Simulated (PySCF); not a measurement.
**CoH (triplet): density, localisation and related maps**

```xyz
2

Co    0.0000    0.0000   -0.0258
H     0.0000    0.0000    1.5062
```

Level of theory: PySCF, PBE0/def2-TZVPPD, non-relativistic Hamiltonian with scalar-relativistic core potentials where named, at a bond length of 1.532 Å.

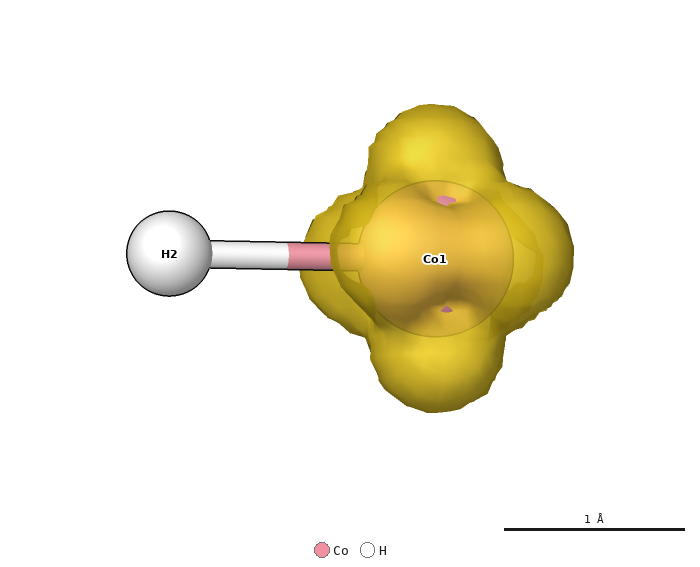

Figure 1. Isosurface of the spin density (α minus β) at +0.3 e/Å³ (yellow), seen from one side.

Where is the unpaired spin?

The unpaired spin (2 electrons) lies mostly on Co1 (about 2.0), in electrons by Hirshfeld's partition.

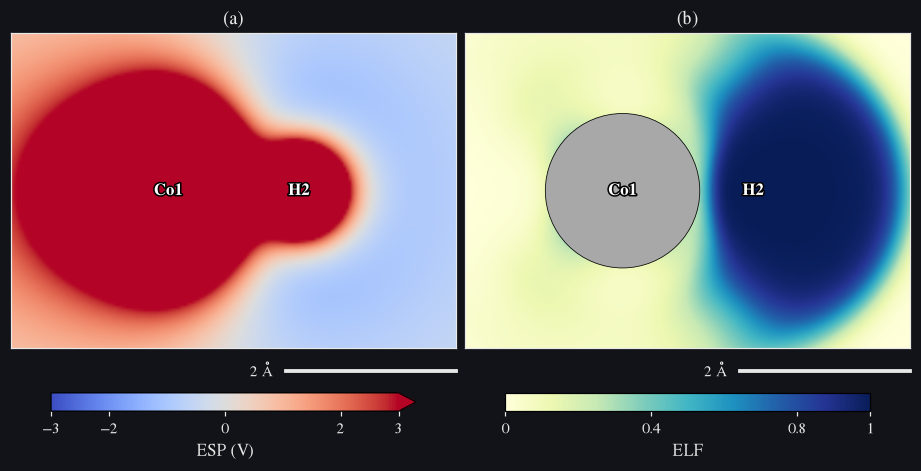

Figure 2. (a) electrostatic potential; (b) electron localisation function on a plane that holds the molecular axis. Grey discs cover the atomic cores in the ELF map.

Interpret the plot.

The section cuts through Co and H sites. Co–H (1.53 Å): the ELF climbs to about 1 towards the hydrogen. Outside the dense part of the molecule the potential is most negative (−1.0 V) near H2.

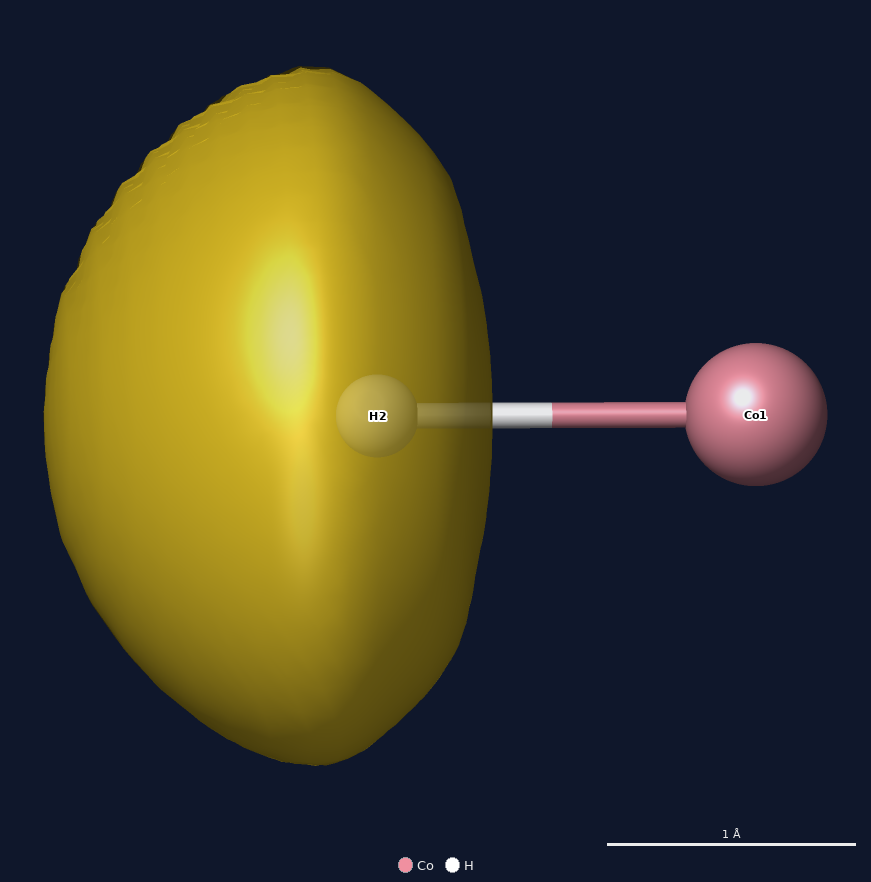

Figure 3. Isosurface of the electron localisation function at 0.75 (yellow), seen from one side. Only the valence region is drawn (cores and ρ < 0.01 e/Å³ removed).

What do the ELF domains correspond to?

At this value the surface marks out one region around a hydrogen nucleus.
